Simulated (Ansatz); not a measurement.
Partial pair distribution functions of a relaxed model of amorphous Ti₂₀O₄₂Si, broadened by 0.06 Å; density 3.49 g/cm³. These are PBE, scalar-relativistic without spin-orbit coupling (plane waves to 420 eV, PAW; Ansatz, a quantum-chemistry and plane-wave program) values and carry that method's errors.

It comes from a melt-quench run on a machine-learned potential (CHGNet), relaxed afterwards by DFT. O atoms were pushed apart under 1.9 Å during the dynamics, to hinder bonds among them. The hot cell started wider than the set density and was brought back towards it in steps. It is the lowest in DFT energy of 2 quenches. It is a model cell: composition and starting density were chosen by hand, and all elements were melted together. No dispersion term was used. Its density started from a set value of 3.53 and ended at 3.49 g/cm³. The simulated quench (nominally 300 K/ps over its main leg) is rapid and tends to freeze in more defects than a deposited or slowly cooled glass has. A cell of this size samples the disorder only roughly. Volume and shape were free in the relaxation.

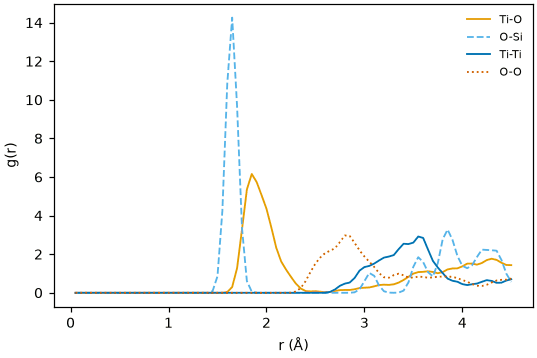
Fig. 1. Partial pair distribution functions

Highest peaks under 4.5 Å: Ti-O near 1.85 Å, O-Si near 1.65 Å, Ti-Ti near 3.55 Å, O-O near 2.80 Å; pairs of few atoms are noisy.

Within 2.52 Å each Ti has 5.30 O neighbours on average.
